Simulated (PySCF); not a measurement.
**GaBr2: relaxation and vibrations of the doublet**

Where does doublet GaBr2 go from a linear start, is the end point a minimum, and what are its modes, charges and moments?

Method: PBE0, basis Ga def2-SVP, Br def2-SVP, no relativity, density fitting; program: PySCF 2.14.0.

## (1) Starting geometry

3 atoms, charge 0, spin multiplicity 2.

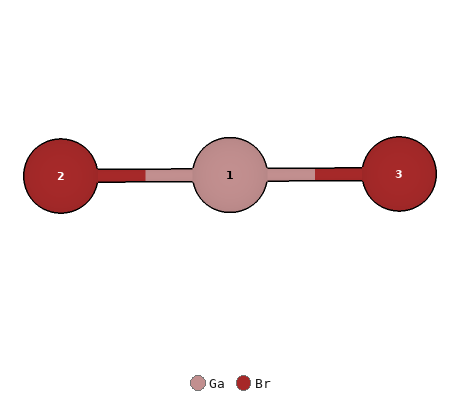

As it starts; gallium pink, bromine red; atoms are numbered from 1 in the order of the file.

```xyz
3
charge 0 multiplicity 2
Ga    0.0000    0.0000    0.0000
Br    0.0000    0.0000    2.3800
Br    0.0000    0.0000   -2.3800
```

## (2) Relaxation: linear start, doublet

One driver script runs all steps and calls PySCF; scf.py shows how it sets up the SCF of each step. The optimiser is the driver's own. Before each start the driver seeks the lowest SCF state from one or more starting densities and follows internal instabilities, so scf.py alone need not reach the same state.

The program finds D∞h symmetry in the start, which this walk keeps. The walk stops when the largest gradient is under 0.0003 Eh/bohr and the energy has settled too.

File scf.py:

```python
from pyscf import gto, scf, dft
mol = gto.M(atom='''
Ga     0.000000     0.000000     0.000000
Br     0.000000     0.000000     2.380000
Br     0.000000     0.000000    -2.380000''',
    basis={'Ga': 'def2-SVP', 'Br': 'def2-SVP'},
    charge=0, spin=1)
mf = dft.UKS(mol, xc='PBE0')
mf.grids.atom_grid = (50, 194)
aux = {'Ga': 'def2-universal-JKFIT', 'Br': 'def2-universal-JKFIT'}
mf = mf.density_fit(auxbasis=aux)
mf.kernel()
```

Energy and gradient, step by step:

```csv
step,energy (Eh),change (kJ/mol),largest symmetric gradient (Eh/bohr)
0,-7071.517429,0.00,0.00429
1,-7071.517582,-0.40,0.00178
2,-7071.517615,-0.49,0.00008
3,-7071.517615,-0.49,0.00000
```

The walk ran for 12 s (4 threads, shared host).

Positions (Å) and forces (eV/Å) along the way:

```
step 0
Ga   0.000   0.000   0.000   0.000   0.000   0.000
Br   0.000   0.000   2.380   0.000   0.000   0.220
Br   0.000   0.000  -2.380   0.000   0.000  -0.220
step 1
Ga   0.000   0.000   0.000   0.000   0.000   0.000
Br   0.000   0.000   2.393   0.000   0.000   0.091
Br   0.000   0.000  -2.393   0.000   0.000  -0.091
step 2
Ga   0.000   0.000   0.000   0.000   0.000   0.000
Br   0.000   0.000   2.403   0.000   0.000   0.004
Br   0.000   0.000  -2.403   0.000   0.000  -0.004
step 3
Ga   0.000   0.000   0.000   0.000   0.000   0.000
Br   0.000   0.000   2.403   0.000   0.000   0.000
Br   0.000   0.000  -2.403   0.000   0.000   0.000
```

End point (D∞h, 3 steps, 0.5 kJ/mol gained): Ga–Br 2.403 Å (×2); Br–Ga–Br 180.0°.

## (3) Is it a minimum? Harmonic modes

On the finer grid the gradient is checked again; gradients at displacements of ±0.01 bohr then give force constants and infrared intensities.

scf.py: that of step 2 with these lines changed.

```diff
@@ -4,2 +4,2 @@
-Br     0.000000     0.000000     2.380000
-Br     0.000000     0.000000    -2.380000''',
+Br     0.000000     0.000000     2.403289
+Br    -0.000000     0.000000    -2.403289''',
@@ -9 +9 @@
-mf.grids.atom_grid = (50, 194)
+mf.grids.atom_grid = (75, 302)
```

The driver hands on the density of the step before, so the log starts near convergence.

SCF at the final geometry:

```text
init E= -7071.51783144289
[... the frontier-level lines of each cycle are left out ...]
cycle= 1 E= -7071.51783144285  delta_E= 4.37e-11  |g|= 1.5e-05  |ddm|= 2.57e-05
cycle= 2 E= -7071.51783144274  delta_E= 1.09e-10  |g|= 2.23e-05  |ddm|= 3.76e-05
cycle= 3 E= -7071.51783144293  delta_E= -1.89e-10  |g|= 3.04e-07  |ddm|= 2.24e-05
cycle= 4 E= -7071.51783144293  delta_E=    0  |g|= 1.99e-08  |ddm|= 2e-07
Extra cycle  E= -7071.51783144292  delta_E= 5.46e-12  |g|= 2.8e-08  |ddm|= 7.18e-08
converged SCF energy = -7071.51783144292  <S^2> = 0.75390862  2S+1 = 2.0039048
```

The whole step took 20 s.

Geometry: D∞h; Ga–Br 2.403 Å (×2); Br–Ga–Br 180.0°.

Modes, for the most abundant isotopes:

```csv
symmetry,ω (cm⁻¹),IR (km/mol),μ (u)
πu,97i,0.8,71.68
σg+,179,0.0,78.92
σu+,275,102,71.68
```

2 modes are imaginary, the largest at 97i cm⁻¹: a saddle point, not a minimum.

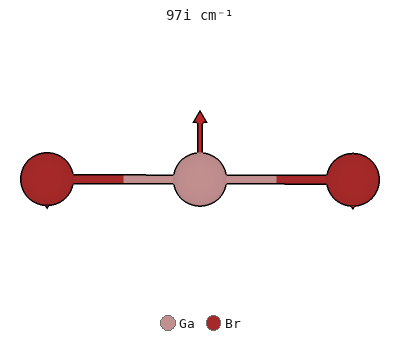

The imaginary mode, as arrows.

Properties at this point:

```yaml
Dipole_moment: 0.00 D
Highest_occupied_level: -6.00 eV
Lowest_empty_level: -3.70 eV
Rotational_constants: 0.01849 cm⁻¹
Zero-point_energy_real_modes: 2.7 kJ/mol
Principal_polarisabilities: 44.0, 44.0, 117.7 bohr³
Atomisation_energy_without_zero-point_energy: 561 kJ/mol
Principal_traceless_quadrupole_moments_about_the_centre_of_mass: -9.41, 4.71, 4.71 D Å
Spin_squared_⟨S²⟩: 0.754
```

Charges (e) and bond orders:

```json
{"atom": "Ga1", "Mulliken": "0.46", "Löwdin": "0.06", "polar tensor": "0.84", "spin (Mulliken)": "0.45", "Mayer order to Ga1": "–"}
{"atom": "Br2,3", "Mulliken": "-0.23", "Löwdin": "-0.03", "polar tensor": "-0.42", "spin (Mulliken)": "0.28", "Mayer order to Ga1": "0.96"}
```

Mulliken populations on Ga1: s 7.66, p 12.74, d 10.15.

## (4) Leaving the saddle point

The atoms are moved a little along the softest imaginary mode and relaxed again.

The program finds C2v symmetry in the start, which this walk keeps. The walk stops when the largest gradient is under 0.0003 Eh/bohr and the energy has settled too.

scf.py: that of step 3 with these lines changed.

```diff
@@ -3,3 +3,3 @@
-Ga     0.000000     0.000000     0.000000
-Br     0.000000     0.000000     2.403289
-Br    -0.000000     0.000000    -2.403289''',
+Ga     0.077426    -0.237708    -0.000000
+Br    -0.033811     0.103805     2.403289
+Br    -0.033811     0.103805    -2.403289''',
@@ -9 +9 @@
-mf.grids.atom_grid = (75, 302)
+mf.grids.atom_grid = (50, 194)
```

Energy and gradient, step by step:

```csv
step,energy (Eh),change (kJ/mol),largest symmetric gradient (Eh/bohr)
0,-7071.520593,0.00,0.00861
1,-7071.523731,-8.24,0.00855
2,-7071.527117,-17.13,0.01031
3,-7071.533303,-33.37,0.01263
4,-7071.535597,-39.39,0.00488
5,-7071.535883,-40.15,0.00233
6,-7071.535918,-40.24,0.00076
7,-7071.535926,-40.26,0.00004
```

The walk took 25 s.

Geometry (Å) and forces (eV/Å) at some steps:

```
step 0
Ga   0.077  -0.238   0.000   0.088  -0.267   0.000
Br  -0.034   0.104   2.403  -0.044   0.133  -0.443
Br  -0.034   0.104  -2.403  -0.044   0.133   0.443
step 1
Ga   0.107  -0.328   0.000   0.100  -0.316   0.000
Br  -0.049   0.149   2.357  -0.050   0.158  -0.440
Br  -0.049   0.149  -2.357  -0.050   0.158   0.440
step 4
Ga   0.237  -0.729   0.000  -0.068   0.188   0.000
Br  -0.114   0.349   2.052   0.034  -0.094  -0.251
Br  -0.114   0.349  -2.052   0.034  -0.094   0.251
step 7
Ga   0.243  -0.747   0.000  -0.007  -0.002   0.000
Br  -0.117   0.358   2.006   0.004   0.001  -0.002
Br  -0.117   0.358  -2.006   0.004   0.001   0.002
```

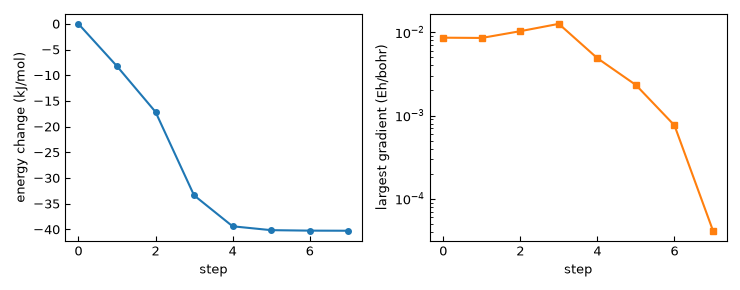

Energy and largest gradient along the walk.

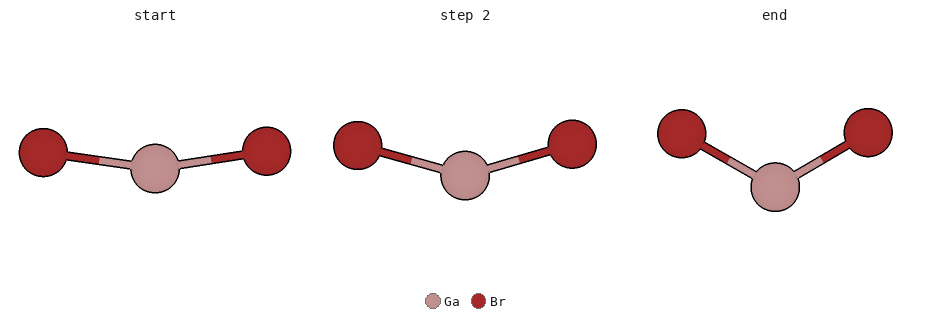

Start and end of the relaxation, with a step between.

After 7 steps and 40.3 kJ/mol it ends at C2v: Ga–Br 2.318 Å (×2); Br–Ga–Br 119.8°.

## (5) Is it a minimum? Harmonic modes

As before: finer grid, then central differences.

scf.py: that of step 4 with these lines changed.

```diff
@@ -3,3 +3,3 @@
-Ga     0.077426    -0.237708    -0.000000
-Br    -0.033811     0.103805     2.403289
-Br    -0.033811     0.103805    -2.403289''',
+Ga     0.250653    -0.769534    -0.000000
+Br    -0.109467     0.336075     2.006497
+Br    -0.109467     0.336075    -2.006497''',
@@ -9 +9 @@
-mf.grids.atom_grid = (50, 194)
+mf.grids.atom_grid = (75, 302)
```

Log of the central SCF (cycles and frontier levels):

```text
init E= -7071.53600355845
[... the frontier-level lines of each cycle are left out ...]
cycle= 1 E= -7071.53600355845  delta_E= 9.09e-13  |g|= 6.04e-06  |ddm|= 8.85e-06
Extra cycle  E= -7071.53600355844  delta_E= 1.55e-11  |g|= 7.7e-06  |ddm|= 1.08e-05
converged SCF energy = -7071.53600355844  <S^2> = 0.75360373  2S+1 = 2.0036005
```

The whole step took 31 s.

Geometry: C2v; Ga–Br 2.319 Å (×2); Br–Ga–Br 119.8°.

Harmonic modes (main isotopes):

```csv
symmetry,ω (cm⁻¹),IR (km/mol)
a1,81,1.3
a1,254,13.0
b2,318,66.5
```

No imaginary mode, so this is a minimum.

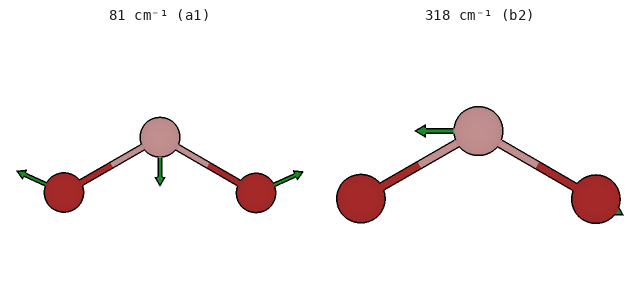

Displacements of 2 of the modes, as arrows (one member where a mode is degenerate).

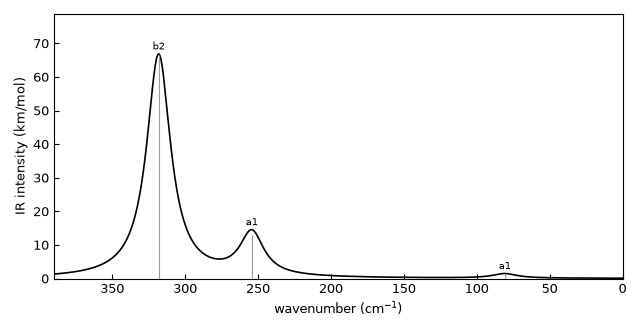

The harmonic infrared spectrum (widths in cm⁻¹). Lines are broadened to a width of 20 cm⁻¹ (Lorentzian).

Properties at this point:

```yaml
Dipole_moment: 1.50 D
Highest_occupied_level: -6.82 eV
Lowest_empty_level: -4.03 eV
Rotational_constants: 0.2599, 0.02653, 0.02407 cm⁻¹
Zero-point_energy: 3.9 kJ/mol
Principal_polarisabilities: 41.5, 53.8, 89.8 bohr³
Atomisation_energy_without_zero-point_energy: 609 kJ/mol
Principal_traceless_quadrupole_moments_about_the_centre_of_mass: -5.36, 2.53, 2.83 D Å
Entropy_at_298.15_K_and_1_bar_electronic_part_spin_only: 325.3 J/(mol K)
Heat_capacity_Cp_at_298.15_K: 55.7 J/(mol K)
Enthalpy_at_298.15_K_above_0_K: 14.25 kJ/mol
Rotational_symmetry_number: 2
Spin_squared_⟨S²⟩: 0.754
```

Populations by atom (charges in e):

| atom | Mulliken | Löwdin | polar tensor | spin (Mulliken) | Mayer order to Ga1 |
| --- | --- | --- | --- | --- | --- |
| Ga1 | 0.43 | -0.05 | 0.93 | 0.65 | – |
| Br2,3 | -0.21 | 0.03 | -0.47 | 0.17 | 1.11 |

Outer orbital energies (eV). α occupied: -21.35, -12.69, -10.31, -9.14, -9.07, -8.64, -8.49, -6.82; empty: -2.07, -0.08, 0.85, 2.34. β occupied: -21.40, -21.11, -12.16, -9.82, -8.98, -8.91, -8.57, -8.41; empty: -4.03, -1.48, 0.33, 1.47.

Mulliken populations on Ga1: s 7.41, p 13.03, d 10.14.

## (6) The points found, side by side

| spin | group | bonds | imaginary modes (cm⁻¹) | ΔE (kJ/mol) | with zero-point energy |
| --- | --- | --- | --- | --- | --- |
| doublet | C2v | Ga–Br 2.319 Å (×2) | none | 0.0 | 0.0 |
| doublet | D∞h | Ga–Br 2.403 Å (×2) | 97i, 97i | 47.7 | – |

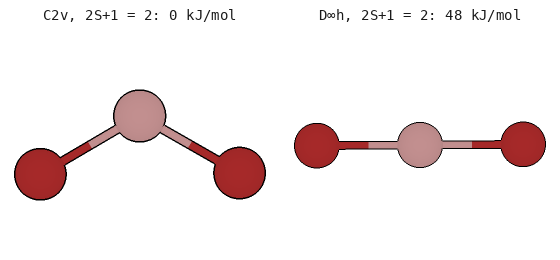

The points, lowest first (gallium pink, bromine red).

## (7) Results

| quantity | value |
| --- | --- |
| minimum | doublet, C2v |
| geometry | Ga–Br 2.319 Å (×2); Br–Ga–Br 119.8° |
| wavenumbers (cm⁻¹) | 81 (a1), 254 (a1), 318 (b2) |
| dipole moment | 1.50 D |
| highest occupied, lowest empty level (either spin) | -6.82, -4.03 eV |
| polar-tensor charge of Ga1 | +0.93 e |
| zero-point energy | 3.9 kJ/mol |
| entropy at 298.15 K | 325.3 J/(mol K) |
| atomisation energy (no zero-point energy) | 609 kJ/mol |
| ⟨S²⟩ | 0.754 |

From D∞h at the start the molecule goes to a C2v minimum, after a first stop at a second-order saddle point 47.7 kJ/mol higher, from which it was pushed off along an imaginary mode. The strongest infrared band lies at 318 cm⁻¹ (b2). Most of the spin sits on Ga1 (Mulliken spin 0.65, against 1 for the whole molecule). Only this shape and spin were tried, so other structures or states may lie lower. Take wavenumbers under 90 cm⁻¹ as rough.

The search up to here ran for 94 s (4 threads, shared host).
